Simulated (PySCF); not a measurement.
In2 (triplet)

```xyz
2

In    0.0000    0.0000   -1.5310
In    0.0000    0.0000    1.5310
```

Core potentials replace the inner electrons of In.

Computed with PySCF 2.14.0, PBE0/def2-SVP, non-relativistic Hamiltonian with scalar-relativistic core potentials where named, at a bond length of 3.062 Å.

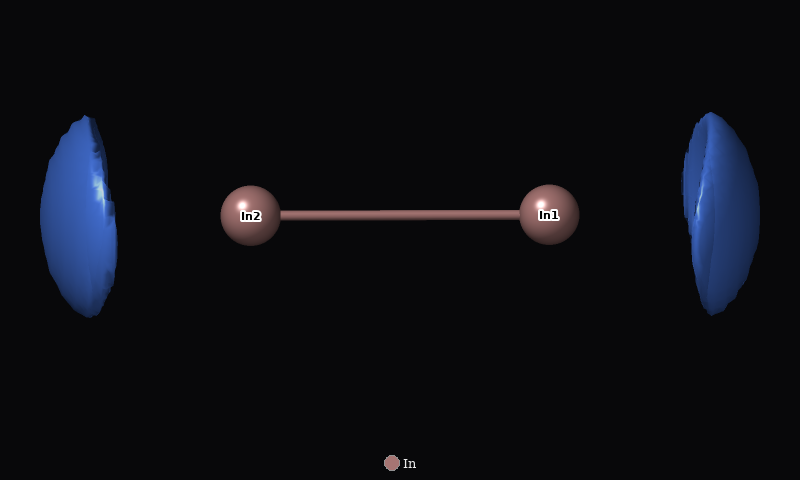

Figure 1. Isosurface of the electron localisation function at 0.85 (blue), seen from one side. Only the valence region is drawn (cores and ρ < 0.01 e/Å³ removed).

Q: Identify the bonds, lone pairs and shells in this picture.

A: At this value the surface marks out two lobes on In, pointing away from the bonds (non-bonding electrons). Profiles from the grid: In–In (3.06 Å): the ELF is about 0.45 at the midpoint.

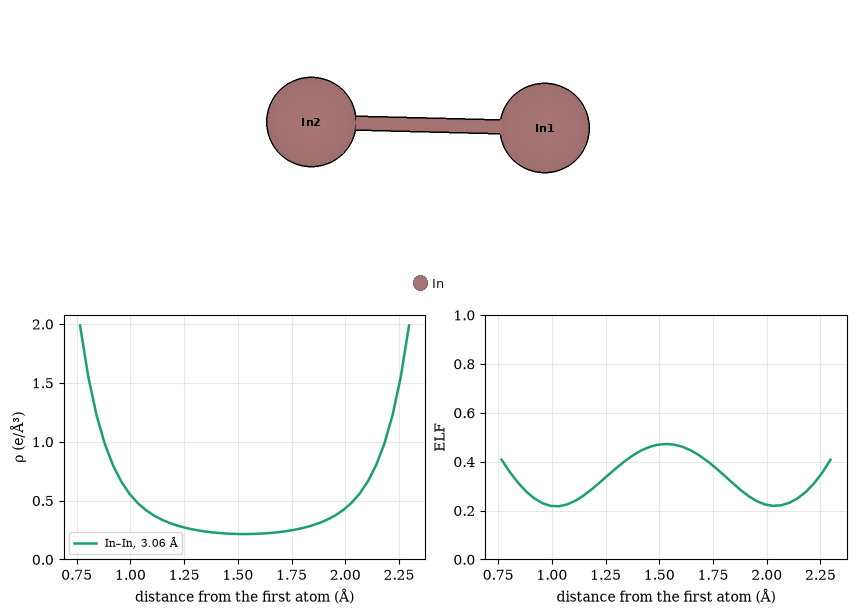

Figure 2. Electron density and electron localisation function along straight lines between neighbouring atoms. The curves leave out the atomic cores. The structure is drawn too.

Q: What can be read from the curves?

A: In–In (3.06 Å): ρ at the midpoint is about 0.22 e/Å³; the ELF is about 0.45 at the midpoint.
